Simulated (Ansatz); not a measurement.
**SiHBr (SMILES [SiH]Br): levels of theory compared**

Wanted: a comparison of 6 runs (HF/STO-3G, UHF/STO-3G, PBE/STO-3G, RPA@PBE/STO-3G, CCSDT(Q)/STO-3G, UCCSD(T)/STO-3G) of SiHBr. 

Program for the calculation: Ansatz 0.2.0.

57 further runs of the same task are left out: 11 that didn't finish, 46 set aside as unsound or not needed.

## 1. The molecule

SiHBr: 3 atoms, total charge 0, spin state singlet. As SMILES, `[SiH]Br`. The Br2–Si1 distance was set to 3.367 Å, away from the relaxed value. At this shape a bond of the SMILES string is far longer than usual.

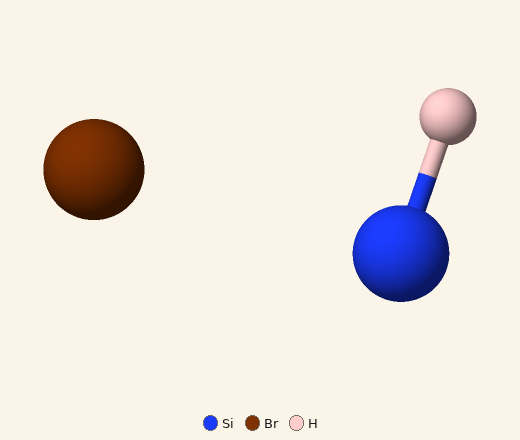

The structure, seen from a chosen angle (silicon blue, bromine brown, hydrogen pink).

## 2. The energy at HF/STO-3G (run 1)

File in.yaml:

```yaml
crystal:
  periodic: [false, false, false]
  atoms:
    - {symbol: Si, position_ang: [-1.607512, 0.582101, -0.834857]}
    - {symbol: Br, position_ang: [1.340900, 0.401500, 0.781400]}
    - {symbol: H, position_ang: [-1.709912, -0.928099, -1.037357]}
basis:
  gaussian: {orbitals: STO-3G}
hamiltonian: {xc: hf}
accuracy: high
```

Launch:

```sh
$ ansatz run in.yaml --threads 1 --pin off --max-ram 2610MiB --events-out events.jsonl --progress --plain --runs-dir runs
```

Standard output:

```text
Warning: RAYON_NUM_THREADS=1 ignored (pool sized by the plan → 1); use --threads N
Functional definition: HF
  name "HF"
  exchange = exact_x
  correlation = 0
358 factors; integrals over basis functions are off by at most 9.4e-9 eV
mean field evaluation 1: about -77024.4855 eV, gradient 1.2e1 eV
mean field evaluation 2: about -77024.5074 eV, gradient 1.1e1 eV
mean field evaluation 4: about -77026.5182 eV, gradient 1.1e0 eV
mean field evaluation 8: about -77026.5434 eV, gradient 2.7e-2 eV
mean field -77026.54339650 eV, -2830.6732593552 hartree, gradient 2.2e-8 eV, S^2 0.000000; 0 other end points of the search recorded, 0 dependent functions left out
reference -77026.54339650 eV, -2830.6732593552 hartree; 25, 25 occupied and 3, 3 virtual orbitals, 358 factors
Total energy: -77026.54339650 eV, -2830.6732593552 hartree
```

Run time: 0.18 s. Hardware: 1 thread of Arm Neoverse V1, shared host.

## 3. A single-point energy at UHF/STO-3G (run 2)

File molecule.yaml:

```yaml
crystal:
  periodic: [false, false, false]
  atoms:
    - symbol: Si
      position_ang: [-1.607512, 0.582101, -0.834857]
    - symbol: Br
      position_ang: [1.340900, 0.401500, 0.781400]
    - symbol: H
      position_ang: [-1.709912, -0.928099, -1.037357]
basis:
  gaussian:
    orbitals: STO-3G
magnetization:
  spin_polarized: true
  initial_magnetization: 0
hamiltonian:
  xc: hf
accuracy: high
```

Launch:

```sh
$ ansatz run molecule.yaml --threads 1 --pin off --max-ram 2610MiB --events-out events.jsonl --progress --plain --runs-dir runs
```

Standard output, shortened:

```text
Warning: RAYON_NUM_THREADS=1 ignored (pool sized by the plan → 1); use --threads N
[... 2 set-up lines as earlier in the session ...]
[...]
358 factors; integrals over basis functions are off by at most 9.4e-9 eV
[...]
mean field -77027.46741204 eV, -2830.7072162998 hartree, gradient 2.2e-8 eV, S^2 0.813977; 6 other end points of the search recorded, 0 dependent functions left out
reference -77027.46741204 eV, -2830.7072162998 hartree; 25, 25 occupied and 3, 3 virtual orbitals, 358 factors
Total energy: -77027.46741204 eV, -2830.7072162998 hartree
```

It took 0.93 s on 1 thread of Arm Neoverse V1, shared host; peak memory 0.091 GiB.

Runs 3 to 5 aren't shown in full; the table further down has their settings and results.

## 4. A single-point energy at UCCSD(T)/STO-3G (run 6)

File input.yaml:

```yaml
crystal:
  periodic: [false, false, false]
  atoms:
    - {symbol: Si, position_ang: [-1.607512, 0.582101, -0.834857]}
    - {symbol: Br, position_ang: [1.340900, 0.401500, 0.781400]}
    - {symbol: H, position_ang: [-1.709912, -0.928099, -1.037357]}
basis:
  gaussian:
    orbitals: STO-3G
magnetization:
  spin_polarized: true
correlation:
  method: ccsd_t
  frozen_orbitals: {Br: 9, H: 0, Si: 5}
accuracy: high
scf:
  omitted_lower_state_checks: [cluster_reference, increment]
```

Launch:

```sh
$ ansatz run input.yaml --threads 1 --pin off --max-ram 2610MiB --events-out events.jsonl --progress --plain --runs-dir runs
```

Standard output:

```text
Warning: RAYON_NUM_THREADS=1 ignored (pool sized by the plan → 1); use --threads N
[... 17 lines left out ...]
14 core orbitals not correlated: weight in the atoms' cores, before any rotation towards them, 1.000 or more for the frozen orbitals, at most 0.000 for the correlated occupied ones
[... 64 lines left out ...]
WARN: these amplitudes may be one of several solutions (largest doubles amplitude 0.54, level shift 0.00 eV)
Total energy: -77028.85159049 eV, -2830.7580839197 hartree
Checks for a lower state left out: cluster_reference, increment
```

Wall time 1.9 s (1 thread of Arm Neoverse V1, shared host); peak memory 0.099 GiB.

## 5. The series

```
run            level  frozen core orbitals   energy (Eh)  wall time
  1        HF/STO-3G                     –  -2830.673259     0.18 s
  2       UHF/STO-3G                     –  -2830.707216     0.93 s
  3       PBE/STO-3G                     –  -2831.978347      2.8 s
  4   RPA@PBE/STO-3G                    14  -2830.808144      4.2 s
  5  CCSDT(Q)/STO-3G                    14  -2830.759105        1 s
  6  UCCSD(T)/STO-3G                    14  -2830.758084      1.9 s
```

## 6. Summary of results

| quantity | value |
| --- | --- |
| run 6: total energy | -2830.75808 Eh |
| run 6: correlation energy (14 core orbitals frozen) | -50.9 mEh |
| run 6: (T) correction | -0.57 mEh |
| run 6: ⟨S²⟩ of the reference determinant | 0.814 |
| run 6: T1 diagnostic | 0.066 |

What this shows: Below the UHF energy at the same shape and in the same basis (STO-3G): CCSDT(Q) -51.9 mEh; UCCSD(T) -50.9 mEh. Some of these start from another determinant than that one, so these aren't their correlation energies. In runs 4, 5 the log says that unrestricted orbitals would lower the reference, so the values rest on an unstable closed-shell determinant (other closed-shell runs at this shape may share the fault). In runs 1, 2, 3, 4, 5, 6 the basis is minimal, so the values are rough. Spin contamination of the reference: run 2 ⟨S²⟩ = 0.81, run 6 ⟨S²⟩ = 0.81. Where it is this large, the reference is a mixture of spin states, and values that rest on it are in doubt. All runs together took 11 s, the longest 4.2 s.
